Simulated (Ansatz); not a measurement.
# TiO2: random displacements

This session takes TiO2 and sets out to compute energies and forces of randomly disturbed cells.

Computed with Ansatz 0.2.0 (DFT r2SCAN+U, scalar-relativistic, plane waves, PAW, unless a step's input says otherwise).

## Step 1: The structure to begin with

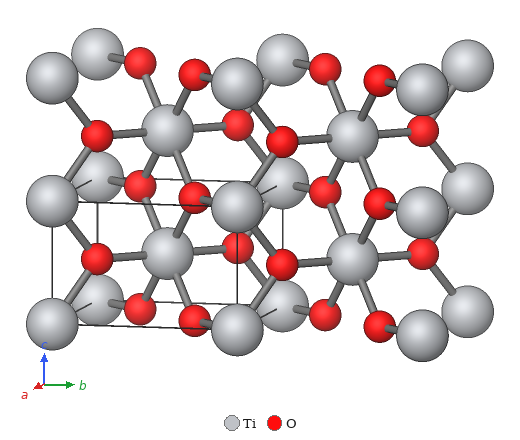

The starting structure, seen slightly off an axis (titanium light grey, oxygen red). 1×2×2 cells are drawn. Atoms on the faces are drawn again on the opposite ones.

Coordinates:

```xyz
6
Lattice="4.5974 0.0000 0.0000 0.0000 4.5974 0.0000 0.0000 0.0000 2.9929" Properties=species:S:1:pos:R:3 pbc="T T T"
Ti    0.0000    0.0000    0.0000
Ti    2.2987    2.2987    1.4964
O     1.4028    1.4028    0.0000
O     0.8958    3.7015    1.4964
O     3.1945    3.1945    0.0000
O     3.7015    0.8958    1.4964
```

This cell was relaxed beforehand with the same method: volume 10.54 Å³/atom, gap on the mesh 2.70 eV.

## Step 2: The reference cell

The reference gives a free energy of -7286.2063 eV, pressure 0.01 GPa, largest force 0.003 eV/Å and gap on the mesh 2.70 eV. It was computed beforehand with the settings of the runs below.

## Step 3: Next: random displacements

All atoms are moved at random with no net shift, in some cells together with a random strain.

## Step 4: Point rms move = 0.043 Å

input.yaml

```yaml
crystal:
  lattice:
    - [4.5973635523, 0.0, 0.0]
    - [0.0, 4.5973635523, 0.0]
    - [0.0, 0.0, 2.9928841877]
  atoms:
    - { symbol: Ti, position: [-0.0030971558, 0.0008029531, -0.0091082121] }
    - { symbol: Ti, position: [0.4998281931, 0.4961014023, 0.4967321105] }
    - { symbol: O, position: [0.3024034374, 0.2984794754, 0.0190167801] }
    - { symbol: O, position: [0.1976346906, 0.801896779, 0.4955523484] }
    - { symbol: O, position: [0.6963976585, 0.6937622881, -0.0053740874] }
    - { symbol: O, position: [0.8068331763, 0.2089571022, 0.5031810604] }
basis:
  ecutwfc: 500
kpoints:
  mp_grid: { grid: [6, 6, 8] }
hamiltonian:
  xc: r2scan
  hubbard: { sites: [{ species: Ti, l: d, u_eff: 4.0 }] }
scf:
  occupations: { method: gaussian, width: 0.05 }
output:
  forces: true
  stress: true
  eigenvalues: true
  write_density: true
  write_potential: true
  elf: true
  volumetric_format: npy
```

Run with:

```bash
> ansatz run input.yaml --threads 2 --pin off --max-ram 5120MiB --backend cpu --events-out ev --progress --plain --runs-dir out
```

Standard output, shortened:

```text
Warning: RAYON_NUM_THREADS=2 ignored (pool sized by the plan → 2); use --threads N
Ti: projections on atomic orbitals take those of the free atom [Ne] 3s2 3p6 3d2 4s2, of charge +0.00 (hamiltonian.pseudopotentials.projection_atoms); the dataset's partial waves leave at most 4.1e-7 of an orbital's norm unspanned inside its sphere
O: projections on atomic orbitals take those of the free atom [He] 2s2 2p4, of charge +0.00 (hamiltonian.pseudopotentials.projection_atoms); the dataset's partial waves leave at most 1.9e-8 of an orbital's norm unspanned inside its sphere
[...]
Pseudopotentials: kind: paw
Pseudopotential: Ti, paw, valence charge 12, recommended cutoff 500 eV (meta_gga), Ti.paw.azcp
Pseudopotential: O, paw, valence charge 6, recommended cutoff 500 eV (meta_gga), O.paw.azcp
Functional definition: r2SCAN
[...]
Crystal: 6 atoms, lattice volume = 63.257 Å³
Basis set: ecut = 500 eV, 1591 PW (Γ), exchange–correlation on 144×144×96 points (64 copies of the dense FFT grid, shifted against one another)
Bands: 30, of which v1, the nominal top of the filled ones, is band 24 counted from 1 (23 counted from 0)
Symmetry: 1 space group operations
Space group: P1 (ITA 1), of the structure as read, at distance tolerance 4.0e-5 Å
k-points: 148 of 288 (time reversal used)
[...]
SCF iter   1: F=—  HF=-7286.740422 eV  |F-HF|=—  |Δ(HF+E_count)|=         —  Δρ=1.09e-1  dr2=8.05e0  dr2_τ=1.09e0  ethr=3.10e-3  ⟨swp⟩=5.2  Hψ=17830  notcnv=0
[...]
SCF iter  10: F=-7286.138444 eV  HF=-7286.138444 eV  |F-HF|=1.08e-8  |Δ(HF+E_count)|=   1.91e-7  Δρ=9.34e-6  dr2=5.16e-8  dr2_τ=4.35e-9  ethr=2.08e-10  ⟨swp⟩=12.8  Hψ=31708  notcnv=0
[...]
SCF converged after 10 iterations
Free energy (F): -7286.138444 eV
[...]
E sigma→0 (E₀):  -7286.138444 eV
Fermi energy:    10.313820 eV
[...]
--- Forces (eV/Å), atoms counted from 1 ---
  atom   1  Ti     0.25045747    -0.28381898     0.09316921
  atom   2  Ti    -0.17872480     0.33676062     0.10692754
  atom   3  O      0.25945005     0.21477208    -0.60130351
  atom   4  O     -0.52457864     0.44373733     0.19430492
  atom   5  O     -0.15734031     0.14609361     0.28461107
  atom   6  O      0.35070579    -0.85753565    -0.07771221
[...]
--- Stress (GPa, compression-positive) ---
       -0.233870      -0.239006       1.210903
       -0.239006      -0.764530       0.649974
        1.210906       0.649975      -0.772462
  P = ⅓ Tr σ = -0.5903 GPa (-5.903 kbar)
--- Band table (eV; the first three rows and the last of 148) ---
[...]
Occupation matrices written to <dir>
```

Run time: 43 s. Hardware: 2 threads of AMD EPYC 7R43 (Zen 3), shared host; peak memory 0.88 GiB.

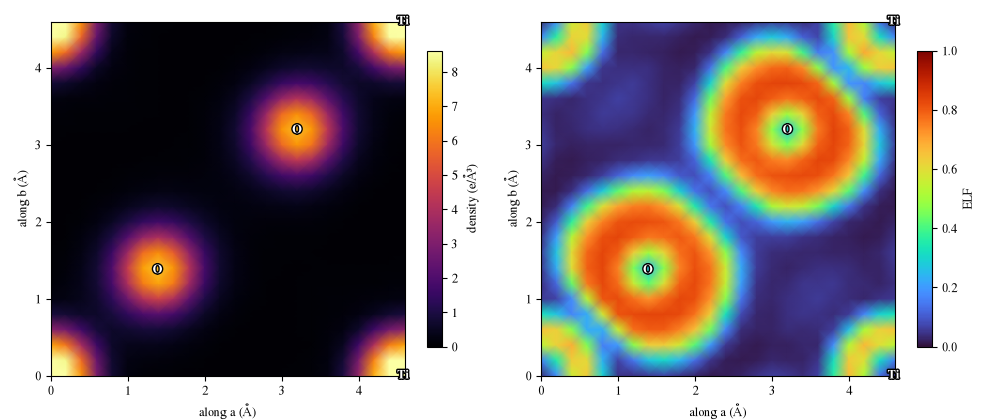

Density (left) and ELF (right) in a lattice plane of the grid's cell (edges 4.60 and 4.60 Å, at 0.019 of the third edge), which holds Ti and O. Only atoms in the plane are labelled; the density scale stops at 8.62 e/Å³. Both are smooth fields of the valence electrons: close to the nuclei they are not physical.

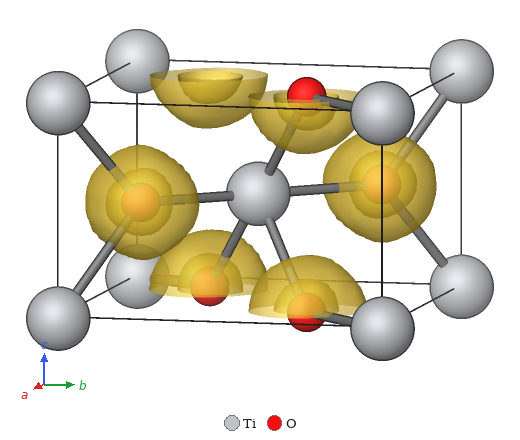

Surface of ELF = 0.78, drawn in one cell.

Outside the cores ELF peaks at 0.84 in the shell around O, 0.6 Å from O.

## Step 5: rms move = 0.049 Å

input.yaml

```yaml
crystal:
  lattice:
    - [4.5973635523, 0.0, 0.0]
    - [0.0, 4.5973635523, 0.0]
    - [0.0, 0.0, 2.9928841877]
  atoms:
    - { symbol: Ti, position: [-0.011311675, -0.0065655393, 0.0092857608] }
    - { symbol: Ti, position: [0.498199033, 0.4977438275, 0.505851393] }
    - { symbol: O, position: [0.316140551, 0.3103199167, 0.0010586754] }
    - { symbol: O, position: [0.1917744341, 0.7975571125, 0.5045170201] }
    - { symbol: O, position: [0.6928897637, 0.7023484268, -0.0051699743] }
    - { symbol: O, position: [0.8123078932, 0.1985962558, 0.484457125] }
basis:
  ecutwfc: 500
kpoints:
  mp_grid: { grid: [6, 6, 8] }
hamiltonian:
  xc: r2scan
  hubbard: { sites: [{ species: Ti, l: d, u_eff: 4.0 }] }
scf:
  occupations: { method: gaussian, width: 0.05 }
output:
  forces: true
  stress: true
  eigenvalues: true
  write_density: true
  write_potential: true
  elf: true
  volumetric_format: npy
```

Run with:

```bash
> ansatz run input.yaml --threads 2 --pin off --max-ram 5120MiB --backend cpu --events-out ev --progress --plain --runs-dir out
```

Standard output, shortened:

```text
Warning: RAYON_NUM_THREADS=2 ignored (pool sized by the plan → 2); use --threads N
Ti: projections on atomic orbitals take those of the free atom [Ne] 3s2 3p6 3d2 4s2, of charge +0.00 (hamiltonian.pseudopotentials.projection_atoms); the dataset's partial waves leave at most 4.1e-7 of an orbital's norm unspanned inside its sphere
O: projections on atomic orbitals take those of the free atom [He] 2s2 2p4, of charge +0.00 (hamiltonian.pseudopotentials.projection_atoms); the dataset's partial waves leave at most 1.9e-8 of an orbital's norm unspanned inside its sphere
[...]
[... 4 set-up lines as earlier in the session ...]
[...]
Crystal: 6 atoms, lattice volume = 63.257 Å³
[...]
SCF iter  11: F=-7286.145379 eV  HF=-7286.145379 eV  |F-HF|=4.30e-9  |Δ(HF+E_count)|=  2.56e-10  Δρ=5.25e-6  dr2=1.37e-8  dr2_τ=2.12e-9  ethr=2.08e-10  ⟨swp⟩=13.9  Hψ=29183  notcnv=0
[...]
SCF converged after 11 iterations
Free energy (F): -7286.145379 eV
[...]
E sigma→0 (E₀):  -7286.145379 eV
Fermi energy:    10.345750 eV
[...]
--- Forces (eV/Å), atoms counted from 1 ---
  atom   1  Ti     0.74866441    -0.07865734    -0.26750276
  atom   2  Ti    -0.31362352     0.09504894    -0.12895356
  atom   3  O     -0.38966219    -0.57141567    -0.08392028
  atom   4  O     -0.11142989     0.38469506    -0.24816533
  atom   5  O      0.14594593     0.05200222     0.13387983
  atom   6  O     -0.07989119     0.11833417     0.59463632
[...]
--- Stress (GPa, compression-positive) ---
        1.731666       0.721368      -0.730643
        0.721363       1.041989       1.282932
       -0.730642       1.282931       1.427517
  P = ⅓ Tr σ = 1.4004 GPa (14.004 kbar)
--- Band table (eV; the first three rows and the last of 148) ---
[...]
Occupation matrices written to <dir>
```

Wall time 43 s (2 threads of AMD EPYC 7R43 (Zen 3), shared host); peak memory 0.89 GiB.

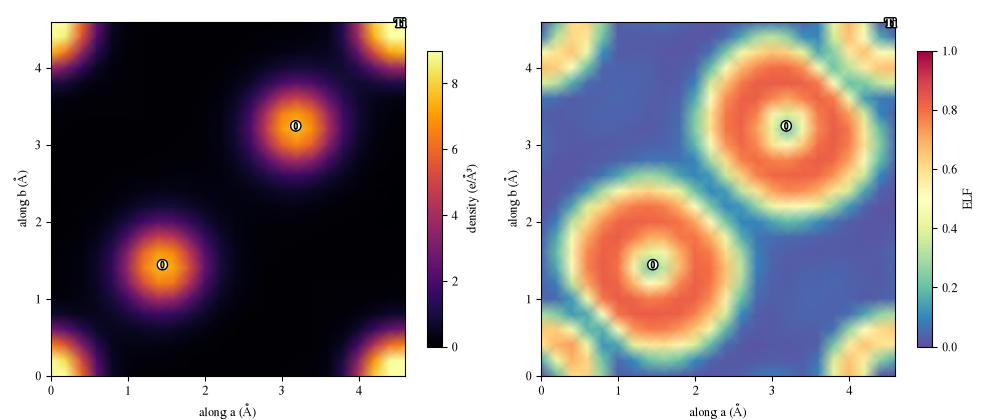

Density (left) and ELF (right) in a lattice plane of the grid's cell (edges 4.60 and 4.60 Å, at 0.001 of the third edge), which holds Ti and O. Only atoms in the plane are labelled. Both are smooth fields of the valence electrons: close to the nuclei they are not physical.

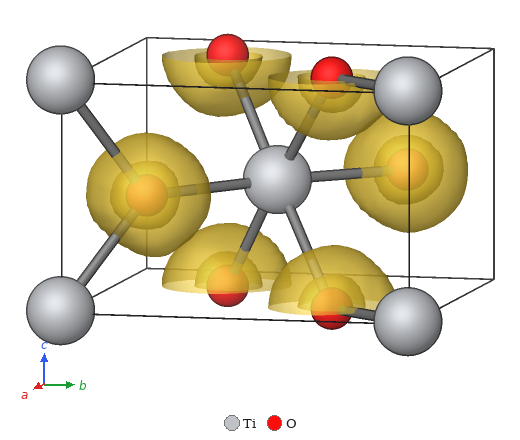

Surface of ELF = 0.77, drawn in one cell.

Maxima of ELF outside the ion cores: 0.84 in the shell around O, 0.6 Å from O; 0.83 beside O, off the lines to its neighbours, 0.7 Å from O.

## Step 6: rms move = 0.046 Å

input.yaml

```yaml
crystal:
  lattice:
    - [4.8148211877, 0.1862457293, -0.0802174576]
    - [0.1862457293, 4.4549494621, 0.1406526565]
    - [-0.0522215739, 0.0915648951, 3.072571625]
  atoms:
    - { symbol: Ti, position: [0.0017065335, 0.0026525856, -0.0096256] }
    - { symbol: Ti, position: [0.496603081, 0.5053471838, 0.5120685848] }
    - { symbol: O, position: [0.2989607199, 0.2890823681, 0.0035902666] }
    - { symbol: O, position: [0.1919762574, 0.8096269486, 0.49665551] }
    - { symbol: O, position: [0.7017191637, 0.7017801777, -0.0018419357] }
    - { symbol: O, position: [0.8090342444, 0.1915107362, 0.4991531743] }
basis:
  ecutwfc: 500
kpoints:
  mp_grid: { grid: [6, 6, 8] }
hamiltonian:
  xc: r2scan
  hubbard: { sites: [{ species: Ti, l: d, u_eff: 4.0 }] }
scf:
  occupations: { method: gaussian, width: 0.05 }
output:
  forces: true
  stress: true
  eigenvalues: true
```

Run with:

```bash
> ansatz run input.yaml --threads 2 --pin off --max-ram 5120MiB --backend cpu --events-out ev --progress --plain --runs-dir out
```

Standard output, shortened:

```text
Warning: RAYON_NUM_THREADS=2 ignored (pool sized by the plan → 2); use --threads N
Ti: projections on atomic orbitals take those of the free atom [Ne] 3s2 3p6 3d2 4s2, of charge +0.00 (hamiltonian.pseudopotentials.projection_atoms); the dataset's partial waves leave at most 4.1e-7 of an orbital's norm unspanned inside its sphere
O: projections on atomic orbitals take those of the free atom [He] 2s2 2p4, of charge +0.00 (hamiltonian.pseudopotentials.projection_atoms); the dataset's partial waves leave at most 1.9e-8 of an orbital's norm unspanned inside its sphere
[...]
[... 4 set-up lines as earlier in the session ...]
[...]
Crystal: 6 atoms, lattice volume = 65.716 Å³
[...]
SCF iter  12: F=-7285.473425 eV  HF=-7285.473425 eV  |F-HF|=2.20e-9  |Δ(HF+E_count)|=   1.26e-8  Δρ=3.25e-6  dr2=7.72e-9  dr2_τ=5.34e-10  ethr=2.08e-10  ⟨swp⟩=9.9  Hψ=17335  notcnv=0
[...]
SCF converged after 12 iterations
Free energy (F): -7285.473425 eV
[...]
E sigma→0 (E₀):  -7285.473425 eV
Fermi energy:    9.673376 eV
[...]
--- Forces (eV/Å), atoms counted from 1 ---
  atom   1  Ti    -0.17441121     0.18524716     0.10141642
  atom   2  Ti     0.44635229    -0.28695818     0.13299936
  atom   3  O      1.03154138     1.17950483    -0.17422817
  atom   4  O      0.53316917    -0.83996760     0.68510883
  atom   5  O     -1.21005032    -0.92095071    -0.08539540
  atom   6  O     -0.62660769     0.68311403    -0.65989449
[...]
--- Stress (GPa, compression-positive) ---
      -11.180199     -16.369942       5.857216
      -16.369942      -1.230622      -9.084247
        5.857216      -9.084250     -10.431848
  P = ⅓ Tr σ = -7.6142 GPa (-76.142 kbar)
--- Band table (eV; the first three rows and the last of 148) ---
[...]
Occupation matrices written to <dir>
```

It took 40 s on 2 threads of AMD EPYC 7R43 (Zen 3), shared host; peak memory 0.9 GiB.

## Step 7: rms move = 0.107 Å

input.yaml

```yaml
crystal:
  lattice:
    - [4.5183628091, 0.0112716892, 0.0361964369]
    - [0.0112716892, 4.6049994164, 0.0173074275]
    - [0.0235638845, 0.0112671372, 2.9981242354]
  atoms:
    - { symbol: Ti, position: [-0.0040525063, -0.0104835672, -0.006462561] }
    - { symbol: Ti, position: [0.4969838751, 0.5066016217, 0.4620305042] }
    - { symbol: O, position: [0.3283344958, 0.2960339684, 0.0206075914] }
    - { symbol: O, position: [0.176323339, 0.8261501628, 0.4866109717] }
    - { symbol: O, position: [0.7028277876, 0.6782580101, 0.0122283565] }
    - { symbol: O, position: [0.7995830088, 0.2034398041, 0.5249851372] }
basis:
  ecutwfc: 500
kpoints:
  mp_grid: { grid: [6, 6, 8] }
hamiltonian:
  xc: r2scan
  hubbard: { sites: [{ species: Ti, l: d, u_eff: 4.0 }] }
scf:
  occupations: { method: gaussian, width: 0.05 }
output:
  forces: true
  stress: true
  eigenvalues: true
```

Run with:

```bash
> ansatz run input.yaml --threads 2 --pin off --max-ram 5120MiB --backend cpu --events-out ev --progress --plain --runs-dir out
```

Standard output, shortened:

```text
[...]
SCF converged after 11 iterations
Free energy (F): -7285.688043 eV
[...]
E sigma→0 (E₀):  -7285.688043 eV
Fermi energy:    10.682053 eV
[...]
--- Forces (eV/Å), atoms counted from 1 ---
  atom   1  Ti    -0.89449270     2.00282661    -0.07016103
  atom   2  Ti    -0.10212413    -1.44782735     1.45248992
  atom   3  O     -1.49997177    -0.03852997    -0.66323690
  atom   4  O      1.76235831    -1.82161073     0.76143738
  atom   5  O      0.49606178     1.54015488    -0.96577223
  atom   6  O      0.23814266    -0.23501540    -0.51472500
[...]
--- Stress (GPa, compression-positive) ---
        9.847469       0.463396      -1.628995
        0.463393       6.311783      -2.832982
       -1.628999      -2.832980      10.503010
  P = ⅓ Tr σ = 8.8874 GPa (88.874 kbar)
--- Band table (eV; the first three rows and the last of 148) ---
[...]
Occupation matrices written to <dir>
```

It took 38 s on 2 threads of AMD EPYC 7R43 (Zen 3), shared host; peak memory 0.86 GiB.

## Step 8: Point rms move = 0.371 Å

input.yaml

```yaml
crystal:
  lattice:
    - [4.1261395901, 0.0126941345, -0.0953794546]
    - [0.0126941345, 4.528828711, -0.2606034767]
    - [-0.0620920356, -0.1696528925, 2.9344649689]
  atoms:
    - { symbol: Ti, position: [-0.0170281885, 0.0360928192, 0.0846726168] }
    - { symbol: Ti, position: [0.4439855215, 0.4756556557, 0.4343071687] }
    - { symbol: O, position: [0.4310696379, 0.3067800041, 0.0673920162] }
    - { symbol: O, position: [0.1868309289, 0.7521282154, 0.4798878959] }
    - { symbol: O, position: [0.6778636895, 0.6674868958, -0.0640259232] }
    - { symbol: O, position: [0.7772784108, 0.2618564098, 0.4977662256] }
basis:
  ecutwfc: 500
kpoints:
  mp_grid: { grid: [6, 6, 8] }
hamiltonian:
  xc: r2scan
  hubbard: { sites: [{ species: Ti, l: d, u_eff: 4.0 }] }
scf:
  occupations: { method: gaussian, width: 0.05 }
output:
  forces: true
  stress: true
  eigenvalues: true
```

Run with:

```bash
> ansatz run input.yaml --threads 2 --pin off --max-ram 5120MiB --backend cpu --events-out ev --progress --plain --runs-dir out
```

Standard output, shortened:

```text
Warning: RAYON_NUM_THREADS=2 ignored (pool sized by the plan → 2); use --threads N
Ti: projections on atomic orbitals take those of the free atom [Ne] 3s2 3p6 3d2 4s2, of charge +0.00 (hamiltonian.pseudopotentials.projection_atoms); the dataset's partial waves leave at most 4.1e-7 of an orbital's norm unspanned inside its sphere
O: projections on atomic orbitals take those of the free atom [He] 2s2 2p4, of charge +0.00 (hamiltonian.pseudopotentials.projection_atoms); the dataset's partial waves leave at most 1.9e-8 of an orbital's norm unspanned inside its sphere
[...]
[... 4 set-up lines as earlier in the session ...]
[...]
Crystal: 6 atoms, lattice volume = 54.626 Å³
[...]
SCF iter  14: F=-7268.121282 eV  HF=-7268.121282 eV  |F-HF|=3.41e-8  |Δ(HF+E_count)|=   1.61e-7  Δρ=8.02e-6  dr2=4.36e-8  dr2_τ=2.70e-9  ethr=2.08e-10  ⟨swp⟩=11.9  Hψ=20588  notcnv=0
[...]
SCF converged after 14 iterations
Free energy (F): -7268.121282 eV
[...]
E sigma→0 (E₀):  -7268.121282 eV
Fermi energy:    13.126765 eV
[...]
--- Forces (eV/Å), atoms counted from 1 ---
  atom   1  Ti    -1.38051936    -6.83595607    -2.30840192
  atom   2  Ti     0.71841185    28.58061838    39.69964620
  atom   3  O     -8.97412956   -32.67002959   -45.29775885
  atom   4  O     -7.79994266    11.07201853    -0.01554730
  atom   5  O      4.91915159     7.65397856     4.15814607
  atom   6  O     12.51709277    -7.80059857     3.76393117
[...]
--- Stress (GPa, compression-positive) ---
       88.183436     -36.435274      20.047131
      -36.435262     112.670684     102.335319
       20.047156     102.335313     185.972609
  P = ⅓ Tr σ = 128.9422 GPa (1289.422 kbar)
--- Band table (eV; the first three rows and the last of 148) ---
[...]
Occupation matrices written to <dir>
```

Run time: 44 s. Hardware: 2 threads of AMD EPYC 7R43 (Zen 3), shared host; peak memory 0.81 GiB.

## Step 9: All points together

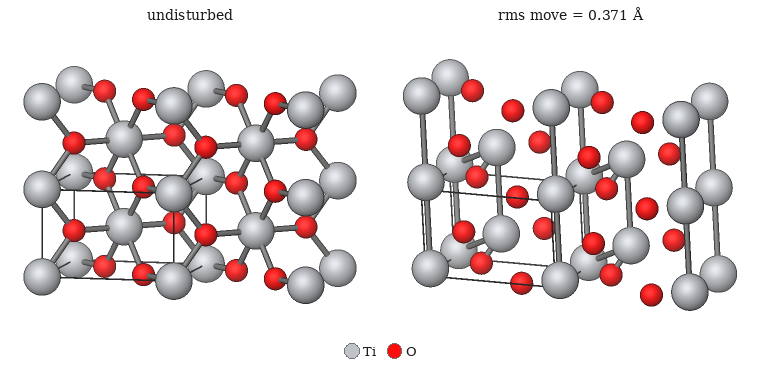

The undisturbed cell and the costliest point of the scan, at one scale, with neighbouring cells.

The scan, with free energies counted from the undisturbed cell:

```csv
rms move (Å),ΔE (meV/atom),largest force (eV/Å),shortest distance (Å),pressure (GPa),gap on the mesh (eV)
0.000,0.0,0.00,1.96,0.0,2.70
0.043,11.3,0.93,1.92,-0.6,2.55
0.046,122.2,1.58,1.87,-7.6,2.32
0.049,10.2,0.80,1.89,1.4,2.77
0.107,86.4,2.65,1.81,8.9,2.86
0.371,3014.2,56.57,1.25,128.9,1.45
```

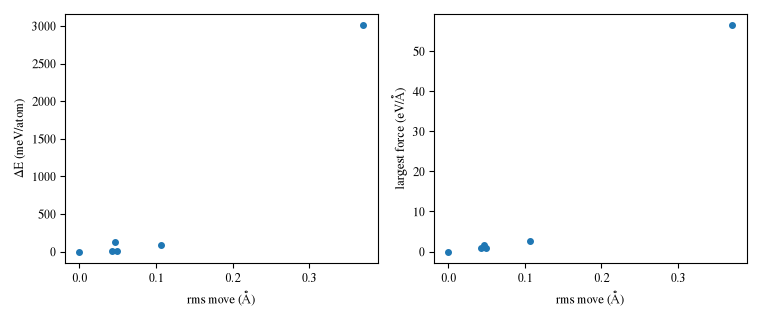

ΔE and largest force along the scan.

## Step 10: What came out

| quantity | value |
| --- | --- |
| costliest cell | 3014.2 meV/atom at an rms move of 0.371 Å |

In words: The cost runs from 10.2 to 3014.2 meV/atom. Energy over the square of the rms move lies between 4.2 and 57.0 eV/Å² per atom; a harmonic solid under isotropic random moves would keep it roughly constant, while strain and close contacts change it. The gap on the mesh stays between 1.45 and 2.86 eV. Where forces pass 15 eV/Å atoms stand far too close, the PAW spheres overlap strongly and those numbers are rough.
